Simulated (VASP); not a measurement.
# SbC2 with r2SCAN: from relaxation to properties, part 3 of 7

Aim: relax SbC2, then compute properties on the relaxed cell. The cell is invented: it takes the structure of a Materials Project entry for LuC2 (space group 139 there), with some of its atoms replaced by other elements, volume scaled by an estimate. It may not be a known or stable phase.

VASP 6.6.1, plane waves and PAW; the level of theory is named at each step.

Still holding for the runs below: This run has no spin polarisation. Its electron count is odd, so without a moment it is a metal by construction.

So far. Step 3 (Full relaxation (r2SCAN)): It ends with a largest force of 0.006 eV/Å and a pressure of 0.05 GPa. Step 4 (Single point with fields (r2SCAN)): In this run the pressure is 0.04 GPa, small enough to go on.

## 5. Bands along the symmetry lines (r2SCAN)

Level of this step: r2SCAN; plane waves and PAW (Sb, C); invented cell (VASP).

Levels along the symmetry lines show where the bands peak and cross; KPOINTS_OPT computes them in the converged potential.

The input, INCAR:

```
SYSTEM = SbC2
PREC = Accurate
ENCUT = 520
EDIFF = 1E-06
NELM = 100
ISMEAR = -1
SIGMA = 0.05
LREAL = .FALSE.
ALGO = Normal
METAGGA = R2SCAN
LASPH = .TRUE.
NBANDS = 19
LORBIT = 11
LWAVE = .FALSE.
LCHARG = .FALSE.
```

The input, POSCAR:

```
SbC2
1.0
   -2.0794198753      2.0794198753      3.0636647962
    2.0794198753     -2.0794198753      3.0636647962
    2.0794198753      2.0794198753     -3.0636647962
Sb C
1 2
Direct
    0.0000000000      0.0000000000      0.0000000000
    0.6042858710      0.6042858710      0.0000000000
    0.3957141290      0.3957141290      0.0000000000
```

The input, KPOINTS:

```
Automatic mesh
0
Gamma
8 8 8
0 0 0
```

The input, KPOINTS_OPT:

```
Line mode
16
Line-mode
Reciprocal
  0.00000000   0.00000000   0.00000000 GAMMA
  0.00000000   0.00000000   0.50000000 X

  0.00000000   0.00000000   0.50000000 X
 -0.23034134   0.23034134   0.50000000 Y

 -0.23034134   0.23034134   0.50000000 Y
 -0.36517067   0.36517067   0.36517067 S

 -0.36517067   0.36517067   0.36517067 S
  0.00000000   0.00000000   0.00000000 GAMMA

  0.00000000   0.00000000   0.00000000 GAMMA
  0.50000000   0.50000000  -0.50000000 Z

  0.50000000   0.50000000  -0.50000000 Z
  0.36517067   0.63482933  -0.36517067 S1

  0.36517067   0.63482933  -0.36517067 S1
  0.00000000   0.50000000   0.00000000 N

  0.00000000   0.50000000   0.00000000 N
  0.25000000   0.25000000   0.25000000 P

  0.25000000   0.25000000   0.25000000 P
  0.50000000   0.50000000  -0.23034134 Y1

  0.50000000   0.50000000  -0.23034134 Y1
  0.50000000   0.50000000  -0.50000000 Z

  0.00000000   0.00000000   0.50000000 X
  0.25000000   0.25000000   0.25000000 P
```

Potentials, in the order of the species: Sb and C (PBE family, release 64).

Command:

```bash
$ mpirun -np 1 vasp_std
```

The log of the run:

```text
[... set-up lines as in an earlier step ...]
 entering main loop
       N       E                     dE             d eps       ncg     rms          rms(c)
DAV:   1     0.819614455238E+01    0.81961E+01   -0.48865E+03  2242   0.549E+02
DAV:   2    -0.422766723741E+02   -0.50473E+02   -0.46761E+02  2975   0.122E+02
DAV:   3    -0.453687146988E+02   -0.30920E+01   -0.30427E+01  2608   0.278E+01
DAV:   4    -0.453950406047E+02   -0.26326E-01   -0.26312E-01  2702   0.319E+00
DAV:   5    -0.453953168654E+02   -0.27626E-03   -0.27625E-03  2651   0.319E-01    0.817E+00
DAV:   6    -0.399254778804E+02    0.54698E+01   -0.54311E+00  2430   0.111E+01    0.379E+00
DAV:   7    -0.400300511977E+02   -0.10457E+00   -0.78037E-01  2545   0.423E+00    0.230E+00
DAV:   8    -0.400288977243E+02    0.11535E-02   -0.29241E-02  2439   0.963E-01    0.543E-01
DAV:   9    -0.400307350160E+02   -0.18373E-02   -0.68717E-03  2902   0.424E-01    0.118E-01
DAV:  10    -0.400308284818E+02   -0.93466E-04   -0.68689E-04  2424   0.153E-01    0.327E-02
DAV:  11    -0.400308484987E+02   -0.20017E-04   -0.56777E-05  2588   0.399E-02    0.142E-02
DAV:  12    -0.400308486686E+02   -0.16987E-06   -0.10099E-05  2583   0.172E-02    0.344E-03
DAV:  13    -0.400308491451E+02   -0.47647E-06   -0.14670E-06  2271   0.734E-03
   1 F= -.40030849E+02 E0= -.40025812E+02  d E =-.100750E-01
 Start KPOINTS_OPT (optional k-point list driver)
k-point batch [1-59\176]
       N       E                     dE             ncg
DAV:   1     0.151003876122E+04   -0.19488E+05     2242
DAV:   2    -0.115311286042E+04   -0.26632E+04     2921
DAV:   3    -0.131416165923E+04   -0.16105E+03     2709
DAV:   4    -0.131535683994E+04   -0.11952E+01     2606
DAV:   5    -0.131536831129E+04   -0.11471E-01     2642
DAV:   6    -0.131536849575E+04   -0.18447E-03     2761
DAV:   7    -0.131536849924E+04   -0.34842E-05     2376
DAV:   8    -0.131536849952E+04   -0.28223E-06     1810
[...]
k-point batch [119-176\176]
       N       E                     dE             ncg
DAV:   1     0.152495392255E+04   -0.24328E+05     2204
DAV:   2    -0.965615824299E+03   -0.24906E+04     2973
DAV:   3    -0.110394508911E+04   -0.13833E+03     2584
DAV:   4    -0.110496292142E+04   -0.10178E+01     2684
DAV:   5    -0.110497317753E+04   -0.10256E-01     2667
DAV:   6    -0.110497334672E+04   -0.16919E-03     2751
DAV:   7    -0.110497334999E+04   -0.32641E-05     2374
DAV:   8    -0.110497335026E+04   -0.27349E-06     1776
```

The job ended after 2.1 min (1 MPI rank of Intel Xeon 6975P-C (Granite Rapids), shared host; peak memory 0.23 GiB).

OUTCAR, selected parts (step 5):

```text
   k-points           NKPTS =     59   k-points in BZ     NKDIM =     59   number of bands    NBANDS=     19

   NELECT =      13.0000    total number of electrons

 E-fermi :   5.6628

 k-point     1 :       0.0000    0.0000    0.0000
  band No.  band energies     occupation
    ...
      2      -4.5313      2.00000
      3      -1.1320      2.00000
      4       1.5958      2.00000
      5       1.5958      2.00000
      6       4.2210      2.00000
      7       7.2287      0.00000
      8       7.2287      0.00000
      9       7.3657      0.00000
     10       7.3657      0.00000
     11       7.9412      0.00000
    ...

  Total        0.0185258      0.0185258      0.0065103      0.0000000      0.0000000      0.0000000
  in kB        0.5601457      0.5601457      0.1968446      0.0000000      0.0000000      0.0000000
  external PRESSURE =       0.4390453 kB  Pullay stress =       0.0000000 kB

 POSITION                                       TOTAL-FORCE (eV/Angst)
 -----------------------------------------------------------------------------------
      0.00000      0.00000      0.00000         0.000000      0.000000     -0.000000
      0.00000      0.00000      3.70266        -0.000000     -0.000000     -0.004317
      0.00000      0.00000      2.42467        -0.000000     -0.000000      0.004317
 -----------------------------------------------------------------------------------
    total drift:                               -0.000000     -0.000000     -0.000000

  FREE ENERGIE OF THE ION-ELECTRON SYSTEM (eV)
  ---------------------------------------------------
  free  energy   TOTEN  =       -40.0308491451 eV

  energy  without entropy=      -40.0207741121  energy(sigma->0) =      -40.02581163

[... 9 parts as in an earlier step ...]

[... 7 further parts left out ...]
```

Spin-orbit coupling is off here; with elements this heavy it splits and shifts levels by tenths of an eV or more.

This step gave:

| Quantity | Value |
| --- | --- |
| bands | 19 |
| pressure | 0.04390 GPa |

Electronic bands along the path, in eV, zero at the Fermi level; # counts the bands kept, so #1 is VASP's band 3:

| point | #1 | #2 | #3 | #4 | #5 | #6 | #7 | #8 |
| --- | --- | --- | --- | --- | --- | --- | --- | --- |
| Γ | -6.79 | -4.07 | -4.07 | -1.44 | 1.57 | 1.57 | 1.70 | 1.70 |
| X | -7.93 | -6.98 | -5.04 | -1.97 | 0.07 | 1.49 | 2.54 | 3.65 |
| Y | -8.63 | -6.43 | -3.80 | -2.37 | 0.10 | 1.57 | 2.30 | 4.60 |
| S | -8.94 | -5.08 | -4.76 | -2.77 | 1.38 | 1.53 | 2.71 | 3.98 |
| Γ | -6.79 | -4.07 | -4.07 | -1.44 | 1.57 | 1.57 | 1.70 | 1.70 |
| Z | -9.33 | -5.54 | -5.54 | -2.54 | 2.67 | 2.67 | 3.46 | 4.48 |
| S1 | -8.94 | -5.08 | -4.76 | -2.77 | 1.38 | 1.53 | 2.71 | 3.98 |
| N | -6.07 | -5.31 | -4.15 | -2.68 | -1.36 | -0.45 | 2.59 | 4.31 |
| P | -6.20 | -6.20 | -5.70 | -4.48 | 1.24 | 1.24 | 3.40 | 3.40 |
| Y1 | -8.63 | -6.43 | -3.80 | -2.37 | 0.10 | 1.57 | 2.30 | 4.60 |
| Z | -9.33 | -5.54 | -5.54 | -2.54 | 2.67 | 2.67 | 3.46 | 4.48 |
| jump to X | -7.93 | -6.98 | -5.04 | -1.97 | 0.07 | 1.49 | 2.54 | 3.65 |
| P | -6.20 | -6.20 | -5.70 | -4.48 | 1.24 | 1.24 | 3.40 | 3.40 |

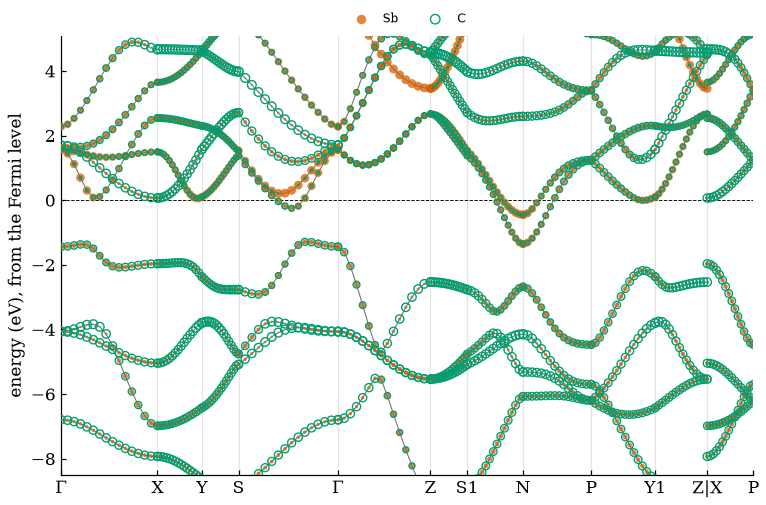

Electronic bands along the path; dots are coloured as in the legend, and their area grows with the weight.

There is no gap at this level.

## 6. Total and projected DOS (r2SCAN)

A density of states needs more k-points than a total energy; ISMEAR = -5 takes tetrahedra, and LORBIT projects the states on the PAW spheres. The mesh is finer than in the run before.

INCAR, as its differences from that of step 5:

```diff
@@ -5,3 +5,3 @@
 NELM = 100
-ISMEAR = -1
+ISMEAR = -5
 SIGMA = 0.05
@@ -15 +15,2 @@
 LCHARG = .FALSE.
+NEDOS = 2001
```

POSCAR is that of step 5.

The input, KPOINTS:

```
Automatic mesh
0
Gamma
11 11 11
0 0 0
```

Command:

```bash
$ mpirun -np 1 vasp_std
```

The log of the run:

```text
[... set-up lines as in an earlier step ...]
 entering main loop
       N       E                     dE             d eps       ncg     rms          rms(c)
DAV:   1     0.821846485281E+01    0.82185E+01   -0.48798E+03  4788   0.547E+02
DAV:   2    -0.421625552774E+02   -0.50381E+02   -0.46589E+02  6209   0.122E+02
DAV:   3    -0.453646919681E+02   -0.32021E+01   -0.31537E+01  5635   0.282E+01
DAV:   4    -0.453922824228E+02   -0.27590E-01   -0.27576E-01  5842   0.324E+00
DAV:   5    -0.453925663211E+02   -0.28390E-03   -0.28390E-03  5661   0.323E-01    0.817E+00
DAV:   6    -0.399167042517E+02    0.54759E+01   -0.53934E+00  5225   0.111E+01    0.378E+00
DAV:   7    -0.400207644625E+02   -0.10406E+00   -0.78317E-01  5414   0.425E+00    0.230E+00
DAV:   8    -0.400192845718E+02    0.14799E-02   -0.28678E-02  5209   0.956E-01    0.542E-01
DAV:   9    -0.400212247777E+02   -0.19402E-02   -0.68056E-03  6223   0.425E-01    0.117E-01
DAV:  10    -0.400213500030E+02   -0.12523E-03   -0.64864E-04  5221   0.149E-01    0.318E-02
DAV:  11    -0.400213722521E+02   -0.22249E-04   -0.56672E-05  5548   0.400E-02    0.140E-02
DAV:  12    -0.400213692829E+02    0.29692E-05   -0.95584E-06  5503   0.167E-02    0.343E-03
DAV:  13    -0.400213688781E+02    0.40472E-06   -0.13548E-06  4612   0.714E-03
   1 F= -.40021369E+02 E0= -.40021369E+02  d E =0.000000E+00
 -----------------------------------------------------------------------------
|                                                                             |
|           W    W    AA    RRRRR   N    N  II  N    N   GGGG   !!!           |
|           W    W   A  A   R    R  NN   N  II  NN   N  G    G  !!!           |
|           W    W  A    A  R    R  N N  N  II  N N  N  G       !!!           |
|           W WW W  AAAAAA  RRRRR   N  N N  II  N  N N  G  GGG   !            |
|           WW  WW  A    A  R   R   N   NN  II  N   NN  G    G                |
|           W    W  A    A  R    R  N    N  II  N    N   GGGG   !!!           |
|                                                                             |
|     Tetrahedron method does not include variations of the Fermi             |
|     occupations, so forces and stress will be inaccurate. We suggest        |
|     using a different smearing scheme ISMEAR = 1 or 2 for metals in         |
|     relaxations.                                                            |
|                                                                             |
 -----------------------------------------------------------------------------
```

Run time: 1.9 min. Hardware: 1 MPI rank; peak memory 0.26 GiB.

OUTCAR, selected parts (step 6):

```text
   k-points           NKPTS =    126   k-points in BZ     NKDIM =    126   number of bands    NBANDS=     19

   NELECT =      13.0000    total number of electrons

 E-fermi :   5.6741

 k-point     1 :       0.0000    0.0000    0.0000
  band No.  band energies     occupation
    ...
      2      -4.5297      2.00000
      3      -1.1233      2.00000
      4       1.6058      2.00000
      5       1.6058      2.00000
      6       4.2273      2.00000
      7       7.2248      0.00000
      8       7.2248      0.00000
      9       7.3727      0.00000
     10       7.3727      0.00000
     11       7.9404      0.00000
    ...

  Total        0.0755724      0.0755724     -0.0792995      0.0000000      0.0000000      0.0000000
  in kB        2.2850101      2.2850101     -2.3977027      0.0000000      0.0000000      0.0000000
  external PRESSURE =       0.7241059 kB  Pullay stress =       0.0000000 kB

 POSITION                                       TOTAL-FORCE (eV/Angst)
 -----------------------------------------------------------------------------------
      0.00000      0.00000      0.00000         0.000000      0.000000      0.000000
      0.00000      0.00000      3.70266        -0.000000     -0.000000     -0.038140
      0.00000      0.00000      2.42467         0.000000      0.000000      0.038140
 -----------------------------------------------------------------------------------
    total drift:                               -0.000000     -0.000000     -0.000000

  FREE ENERGIE OF THE ION-ELECTRON SYSTEM (eV)
  ---------------------------------------------------
  free  energy   TOTEN  =       -40.0213688781 eV

  energy  without entropy=      -40.0213688781  energy(sigma->0) =      -40.02136888

[... 6 parts as in an earlier step ...]

[... 10 further parts left out ...]
```

With tetrahedra the forces and stress of a metal are not exact derivatives of the energy.

This step gave:

```
irreducible k-points   : 126
free energy (TOTEN)    : -40.02 eV
Fermi energy           : 5.674 eV
pressure               : 0.07241 GPa
DOS at the Fermi level : 1.698 states/eV/cell
```

The density of states has structure finer than the step of the table below, so its rows give means over 2 eV, whole bins alone (the curve runs from -12.0 to 7.94 eV). Peaks (eV: height): total -10.7: 3, -4.2: 2.38, 0.3: 2.20, 1.0: 2.01; C p -4.2: 0.960, -2.8: 0.505, 2.2: 0.482, 4.2: 0.529; Sb p 0.0: 0.538, 1.0: 0.485, 2.1: 0.343, 5.5: 0.350; Sb s -10.7: 1.28, -3.2: 0.187; C s -10.8: 0.217, -7.8: 0.181, -5.0: 0.140, -3.3: 0.0994.

States under -12.0 eV and over 7.9 eV are left out. Density of states against energy, zero at the Fermi level; means over each step; values in states/eV/cell:

| energy (eV) | total | C p | Sb p | Sb s | C s |
| --- | --- | --- | --- | --- | --- |
| -10 | 0.933 | 0.0771 | 0.00282 | 0.405 | 0.0581 |
| -8 | 0.523 | 0.0718 | 0.0485 | 0.0190 | 0.119 |
| -6 | 1.29 | 0.359 | 0.119 | 0.0224 | 0.0856 |
| -4 | 1.63 | 0.584 | 0.0675 | 0.0846 | 0.0875 |
| -2 | 0.555 | 0.198 | 0.0299 | 0.0828 | 0.0281 |
| 0 | 1.42 | 0.220 | 0.391 | 0.0138 | 0.0326 |
| 2 | 1.60 | 0.412 | 0.297 | 0.00537 | 0.0355 |
| 4 | 1.31 | 0.399 | 0.194 | 0.00122 | 0.0386 |
| 6 | 0.942 | 0.194 | 0.210 | 0.00127 | 0.0423 |

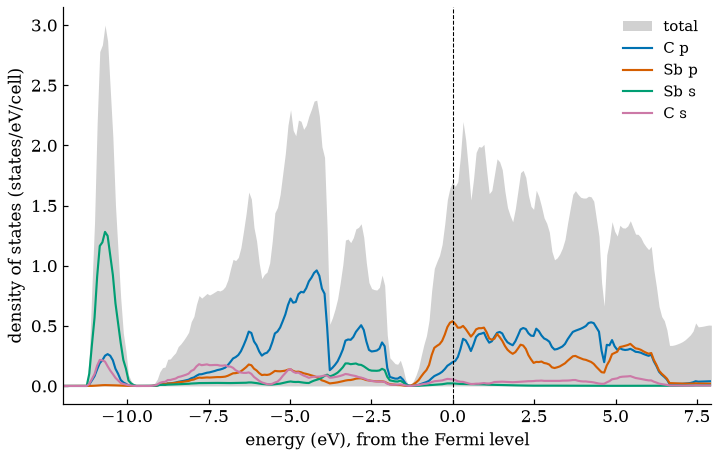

Density of states, plotted against energy.

The finer mesh and the other smearing move the Fermi level by +0.01 eV from the 8×8×8 run, a small shift, which tests the Fermi level alone. Of the states within 0.3 eV of the Fermi level, the largest shares in the PAW spheres are Sb p 30 % and C p 13 %. The rest lies in smaller channels or between the spheres.

(Continued in part 4 of 7.)

[Lines on the potential files, build, host, timing and source positions are cut from VASP's logs without a mark.]

[Logs are printed without paths, hosts, clocks, repeated set-up lines and the standing remarks that a program may print on its own settings, such as how far it seeks lower states.]

[Hosts, paths, dates, database ids (printed as entryN), source tags and the programs' standing remarks are cut or masked in the printed files.]

[A measured line is paired with the nearest computed mode of its activity, which favours agreement.]
